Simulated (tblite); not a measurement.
# C₃H₁₂Si₃: saddle-point search

The run: saddle-point search of C₃H₁₂Si₃. Method and program: GFN2-xTB saddle search (eigenvector following) and harmonic vibrations, gas phase (tblite 0.8.0).

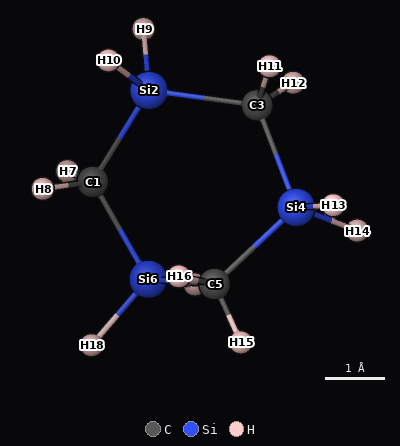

The starting structure (ball-and-stick view, seen at a tilt; atoms are numbered from 1 in the order of the input).

Results in brief:

```tsv
quantity	value
outcome	converged
total energy	−481.6516 eV
point group	C1
hardware	1 CPU thread, shared host
wall time	4.6 s
peak memory	0.19 GiB
```

Input file:
```
{"job": {"xc": "GFN2-xTB", "basis": "xTB", "kind": "saddle"}, "charge": 0, "multiplicity": 1}
C     -1.811637     0.293888     0.332120
Si    -0.528702     1.672572     0.632990
C      1.227874     1.354970    -0.037710
Si     1.817266    -0.420640    -0.402717
C      0.498153    -1.706934     0.053336
Si    -1.238123    -1.273773    -0.573484
H     -2.666997     0.706043    -0.199301
H     -2.193883    -0.001144     1.308452
H     -1.025209     2.937014     0.061815
H     -0.423002     1.857116     2.091206
H      1.918618     1.793077     0.682032
H      1.361233     1.939656    -0.947016
H      3.048538    -0.701085     0.357158
H      2.142984    -0.542741    -1.833403
H      0.800361    -2.676586    -0.337458
H      0.468070    -1.813853     1.137270
H     -1.219213    -1.040904    -2.024215
H     -2.176331    -2.376678    -0.301075
```

The first line tells a small driver script what to run in tblite; the rest is the geometry in Å.

Command:
```bash
OMP_NUM_THREADS=1 python <driver script> task.json out
```

The program's output:
```
step      E/eV     max force
  0    -481.65340   0.0382
  1    -481.65304   0.0532
  2    -481.65050   0.1089
  3    -481.65241   0.0252
  4    -481.65147   0.0294
  5    -481.65108   0.0362
  6    -481.65139   0.0199
  7    -481.65180   0.0444
  8    -481.65162   0.0044
lowest wavenumbers (cm-1): -105.3 20.1 138.3 204.6 210.2 305.5
```

Trajectory as extended XYZ (Å, eV, eV/Å), 9 frames, from step=0 to step=8:
```
18
Properties=species:S:1:pos:R:3:forces:R:3 step=0 energy=-481.65340
C    -1.8116    0.2939    0.3321    0.0210   0.0020  -0.0030
Si   -0.5287    1.6726    0.6330    0.0040  -0.0100   0.0240
C     1.2279    1.3550   -0.0377    0.0200   0.0100   0.0020
Si    1.8173   -0.4206   -0.4027    0.0020  -0.0060   0.0080
C     0.4982   -1.7069    0.0533   -0.0010   0.0050   0.0040
Si   -1.2381   -1.2738   -0.5735    0.0060   0.0120  -0.0060
H    -2.6670    0.7060   -0.1993    0.0020   0.0270  -0.0180
H    -2.1939   -0.0011    1.3085   -0.0250  -0.0260   0.0090
H    -1.0252    2.9370    0.0618   -0.0020  -0.0180  -0.0100
H    -0.4230    1.8571    2.0912    0.0130   0.0090   0.0220
H     1.9186    1.7931    0.6820    0.0130   0.0220  -0.0120
H     1.3612    1.9397   -0.9470   -0.0340  -0.0090  -0.0150
H     3.0485   -0.7011    0.3572   -0.0010  -0.0010   0.0020
H     2.1430   -0.5427   -1.8334   -0.0240  -0.0050   0.0060
H     0.8004   -2.6766   -0.3375    0.0030   0.0000  -0.0090
H     0.4681   -1.8139    1.1373   -0.0150  -0.0060   0.0120
H    -1.2192   -1.0409   -2.0242    0.0130  -0.0010  -0.0160
H    -2.1763   -2.3767   -0.3011    0.0040  -0.0060   0.0010
18
Properties=species:S:1:pos:R:3:forces:R:3 step=1 energy=-481.65304
C    -1.8003    0.2780    0.3684   -0.0260   0.0040   0.0160
Si   -0.5328    1.6816    0.6227   -0.0190   0.0270   0.0250
C     1.2314    1.3509   -0.0249    0.0000   0.0060   0.0000
Si    1.8141   -0.4272   -0.3897    0.0010  -0.0030   0.0030
C     0.4915   -1.7146    0.0515   -0.0030   0.0010   0.0020
Si   -1.2336   -1.2604   -0.5908   -0.0110   0.0110  -0.0020
H    -2.6874    0.6861   -0.1160    0.0400  -0.0100   0.0170
H    -2.1327   -0.0472    1.3558    0.0060   0.0090  -0.0440
H    -1.0396    2.9045   -0.0312    0.0150  -0.0450   0.0240
H    -0.4440    1.9529    2.0715    0.0030  -0.0100  -0.0370
H     1.9217    1.7918    0.6935    0.0040   0.0090  -0.0090
H     1.3666    1.9299   -0.9377   -0.0130  -0.0040  -0.0080
H     3.0472   -0.7146    0.3638   -0.0020   0.0010   0.0040
H     2.1259   -0.5467   -1.8238   -0.0030  -0.0030   0.0050
H     0.7943   -2.6805   -0.3482    0.0010   0.0010  -0.0020
H     0.4489   -1.8335    1.1340   -0.0050  -0.0010  -0.0010
H    -1.1925   -0.9818   -2.0341    0.0030  -0.0030   0.0110
H    -2.1787   -2.3690   -0.3648    0.0100   0.0090  -0.0030
18
Properties=species:S:1:pos:R:3:forces:R:3 step=2 energy=-481.65050
C    -1.7913    0.2653    0.4011   -0.0660   0.0220   0.0400
Si   -0.5399    1.6936    0.6007   -0.0420   0.0480   0.0360
C     1.2360    1.3478   -0.0104   -0.0130   0.0120   0.0030
Si    1.8134   -0.4311   -0.3809   -0.0030  -0.0050   0.0030
C     0.4870   -1.7227    0.0369    0.0030  -0.0040   0.0040
Si   -1.2359   -1.2514   -0.5984   -0.0170   0.0170   0.0040
H    -2.7089    0.6619   -0.0385    0.0900  -0.0340   0.0460
H    -2.0717   -0.0773    1.4009    0.0250   0.0350  -0.1000
H    -1.0523    2.8762   -0.1251    0.0320  -0.0820   0.0500
H    -0.4721    2.0425    2.0373   -0.0030  -0.0230  -0.0890
H     1.9174    1.7785    0.7228   -0.0020   0.0030  -0.0080
H     1.3922    1.9316   -0.9172   -0.0070  -0.0040   0.0020
H     3.0404   -0.7264    0.3796   -0.0020   0.0010   0.0030
H     2.1332   -0.5417   -1.8138    0.0020  -0.0020   0.0010
H     0.7883   -2.6816   -0.3812   -0.0010   0.0090   0.0040
H     0.4423   -1.8627    1.1170   -0.0020   0.0010  -0.0120
H    -1.1947   -0.9404   -2.0350    0.0010  -0.0030   0.0140
H    -2.1834   -2.3621   -0.3959    0.0050   0.0070  -0.0020
18
Properties=species:S:1:pos:R:3:forces:R:3 step=3 energy=-481.65241
C    -1.7961    0.2733    0.3807   -0.0110   0.0030   0.0060
Si   -0.5351    1.6852    0.6158   -0.0080   0.0120   0.0110
C     1.2336    1.3500   -0.0176   -0.0010   0.0030  -0.0020
Si    1.8132   -0.4284   -0.3863    0.0000  -0.0010   0.0020
C     0.4897   -1.7175    0.0471   -0.0010   0.0000   0.0010
Si   -1.2341   -1.2566   -0.5934   -0.0040   0.0050  -0.0010
H    -2.6923    0.6781   -0.0878    0.0170  -0.0040   0.0070
H    -2.1108   -0.0585    1.3707    0.0020   0.0050  -0.0190
H    -1.0441    2.8889   -0.0678    0.0070  -0.0190   0.0150
H    -0.4556    1.9877    2.0575    0.0030  -0.0070  -0.0160
H     1.9210    1.7874    0.7057    0.0010   0.0050  -0.0080
H     1.3754    1.9309   -0.9284   -0.0080  -0.0030  -0.0050
H     3.0458   -0.7195    0.3664   -0.0010   0.0010   0.0040
H     2.1231   -0.5439   -1.8210    0.0020  -0.0020   0.0030
H     0.7922   -2.6806   -0.3597    0.0000   0.0010   0.0000
H     0.4458   -1.8445    1.1285   -0.0020   0.0000  -0.0010
H    -1.1915   -0.9665   -2.0339    0.0020  -0.0010   0.0040
H    -2.1801   -2.3655   -0.3766    0.0030   0.0040  -0.0020
18
Properties=species:S:1:pos:R:3:forces:R:3 step=4 energy=-481.65147
C    -1.7910    0.2667    0.3982   -0.0180   0.0060   0.0110
Si   -0.5392    1.6915    0.6027   -0.0100   0.0130   0.0100
C     1.2363    1.3484   -0.0088   -0.0020   0.0060  -0.0010
Si    1.8128   -0.4302   -0.3823    0.0000  -0.0010   0.0010
C     0.4873   -1.7215    0.0381    0.0000  -0.0010   0.0010
Si   -1.2363   -1.2519   -0.5969   -0.0040   0.0050   0.0010
H    -2.7033    0.6648   -0.0448    0.0240  -0.0090   0.0120
H    -2.0761   -0.0738    1.3947    0.0060   0.0100  -0.0270
H    -1.0505    2.8712   -0.1201    0.0090  -0.0220   0.0160
H    -0.4726    2.0365    2.0360    0.0010  -0.0080  -0.0230
H     1.9179    1.7783    0.7246   -0.0030   0.0020  -0.0080
H     1.3916    1.9336   -0.9148   -0.0050  -0.0040   0.0010
H     3.0417   -0.7260    0.3748   -0.0010   0.0010   0.0030
H     2.1283   -0.5399   -1.8162    0.0020  -0.0020   0.0020
H     0.7888   -2.6806   -0.3786   -0.0010   0.0030   0.0010
H     0.4429   -1.8598    1.1182   -0.0010   0.0000  -0.0040
H    -1.1953   -0.9455   -2.0339    0.0010   0.0000   0.0040
H    -2.1834   -2.3617   -0.3907    0.0010   0.0020  -0.0020
18
Properties=species:S:1:pos:R:3:forces:R:3 step=5 energy=-481.65108
C    -1.7856    0.2604    0.4159   -0.0210   0.0080   0.0140
Si   -0.5435    1.6977    0.5886   -0.0120   0.0130   0.0100
C     1.2385    1.3470   -0.0004   -0.0020   0.0090   0.0000
Si    1.8128   -0.4317   -0.3780    0.0000  -0.0020   0.0010
C     0.4849   -1.7255    0.0276    0.0010  -0.0020   0.0020
Si   -1.2392   -1.2473   -0.5996   -0.0030   0.0050   0.0020
H    -2.7133    0.6513   -0.0012    0.0290  -0.0110   0.0160
H    -2.0403   -0.0872    1.4184    0.0090   0.0120  -0.0330
H    -1.0569    2.8526   -0.1718    0.0100  -0.0240   0.0160
H    -0.4898    2.0842    2.0121   -0.0010  -0.0080  -0.0270
H     1.9135    1.7692    0.7436   -0.0050  -0.0010  -0.0070
H     1.4081    1.9364   -0.9012   -0.0040  -0.0050   0.0060
H     3.0364   -0.7319    0.3860   -0.0020   0.0010   0.0020
H     2.1373   -0.5355   -1.8104    0.0020  -0.0010   0.0030
H     0.7854   -2.6801   -0.4004   -0.0010   0.0050   0.0020
H     0.4410   -1.8767    1.1061    0.0000   0.0000  -0.0060
H    -1.2018   -0.9251   -2.0331    0.0000   0.0000   0.0040
H    -2.1875   -2.3578   -0.4024    0.0010   0.0010  -0.0010
18
Properties=species:S:1:pos:R:3:forces:R:3 step=6 energy=-481.65139
C    -1.7787    0.2541    0.4356   -0.0120   0.0030   0.0080
Si   -0.5477    1.7033    0.5746   -0.0070   0.0060   0.0040
C     1.2393    1.3459    0.0054   -0.0010   0.0020   0.0000
Si    1.8132   -0.4334   -0.3709    0.0000  -0.0020   0.0000
C     0.4816   -1.7297    0.0151    0.0010  -0.0010   0.0010
Si   -1.2430   -1.2411   -0.6030   -0.0020   0.0030   0.0010
H    -2.7219    0.6374    0.0485    0.0160  -0.0070   0.0090
H    -1.9991   -0.1013    1.4428    0.0050   0.0070  -0.0180
H    -1.0642    2.8308   -0.2218    0.0040  -0.0110   0.0060
H    -0.5055    2.1311    1.9858   -0.0010  -0.0030  -0.0130
H     1.9083    1.7644    0.7565   -0.0010   0.0000  -0.0010
H     1.4198    1.9364   -0.8924   -0.0010  -0.0010   0.0020
H     3.0275   -0.7368    0.4070   -0.0020   0.0000   0.0000
H     2.1546   -0.5333   -1.7996    0.0000   0.0000   0.0020
H     0.7809   -2.6784   -0.4264   -0.0010   0.0030   0.0010
H     0.4375   -1.8965    1.0912    0.0000   0.0000  -0.0040
H    -1.2096   -0.9011   -2.0323    0.0000   0.0000   0.0020
H    -2.1930   -2.3518   -0.4160    0.0000   0.0010  -0.0010
18
Properties=species:S:1:pos:R:3:forces:R:3 step=7 energy=-481.65180
C    -1.7709    0.2474    0.4592   -0.0280   0.0000   0.0170
Si   -0.5505    1.7077    0.5667   -0.0150   0.0010   0.0050
C     1.2347    1.3464   -0.0044    0.0040  -0.0040  -0.0020
Si    1.8166   -0.4366   -0.3524    0.0090  -0.0080  -0.0030
C     0.4763   -1.7352   -0.0011    0.0080  -0.0040   0.0050
Si   -1.2470   -1.2304   -0.6102   -0.0060   0.0070   0.0040
H    -2.7310    0.6240    0.1063    0.0380  -0.0150   0.0170
H    -1.9540   -0.1199    1.4706    0.0080   0.0150  -0.0410
H    -1.0766    2.8144   -0.2520    0.0020  -0.0080   0.0050
H    -0.5064    2.1652    1.9681   -0.0010  -0.0020  -0.0100
H     1.9065    1.7821    0.7343    0.0010  -0.0010  -0.0010
H     1.4064    1.9210   -0.9142    0.0010  -0.0010   0.0000
H     3.0074   -0.7363    0.4642   -0.0160   0.0040  -0.0100
H     2.2017   -0.5432   -1.7706   -0.0040   0.0010   0.0190
H     0.7742   -2.6756   -0.4619   -0.0030   0.0110   0.0050
H     0.4285   -1.9256    1.0714    0.0000   0.0020  -0.0160
H    -1.2154   -0.8643   -2.0333    0.0000  -0.0020   0.0080
H    -2.2006   -2.3410   -0.4407    0.0020   0.0030  -0.0010
18
Properties=species:S:1:pos:R:3:forces:R:3 step=8 energy=-481.65162
C    -1.7754    0.2516    0.4446   -0.0020   0.0000   0.0020
Si   -0.5486    1.7046    0.5721   -0.0010   0.0000   0.0000
C     1.2372    1.3463    0.0006    0.0010   0.0000  -0.0010
Si    1.8145   -0.4347   -0.3630    0.0010   0.0000   0.0000
C     0.4793   -1.7316    0.0087    0.0010   0.0000   0.0000
Si   -1.2446   -1.2367   -0.6060   -0.0010   0.0010   0.0000
H    -2.7246    0.6323    0.0712    0.0030  -0.0010   0.0030
H    -1.9811   -0.1085    1.4528    0.0020   0.0010  -0.0030
H    -1.0694    2.8243   -0.2313    0.0000  -0.0010   0.0000
H    -0.5050    2.1425    1.9793    0.0000   0.0010  -0.0010
H     1.9080    1.7729    0.7455   -0.0010   0.0000  -0.0010
H     1.4128    1.9295   -0.9029    0.0000  -0.0010   0.0010
H     3.0187   -0.7363    0.4312   -0.0020   0.0000   0.0000
H     2.1743   -0.5380   -1.7870    0.0000   0.0000   0.0030
H     0.7781   -2.6770   -0.4402    0.0000   0.0010   0.0000
H     0.4335   -1.9078    1.0833    0.0000   0.0000  -0.0020
H    -1.2116   -0.8864   -2.0327    0.0000   0.0010   0.0010
H    -2.1962   -2.3471   -0.4260    0.0000   0.0000  -0.0010
```

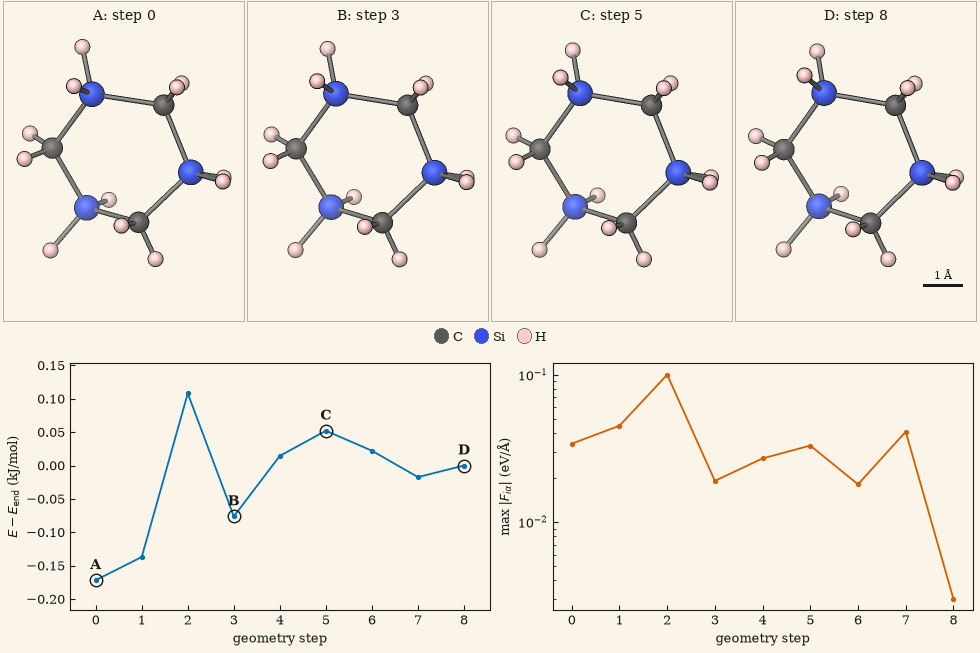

Frames of the saddle-point search (ball-and-stick view, seen at a tilt) above the curves, on which the letters mark them (steps are counted from 0).

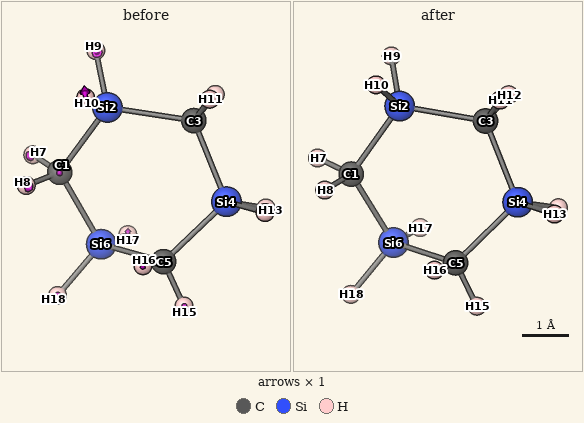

Before (left) and after (right) the saddle-point search, at one scale (ball-and-stick view, seen at a tilt). The pink arrows give the displacements, at true length. Over 8 geometry steps the energy rises by 0.17 kJ/mol. The largest force component goes from 0.034 to 0.003 eV/Å. The largest moves after the best rigid fit, 0.32 Å, are those of H9 and H10. Largest moves by element: H 0.32 Å, C 0.13 Å, Si 0.07 Å. (Atoms are counted from 1 in the order of the input.)
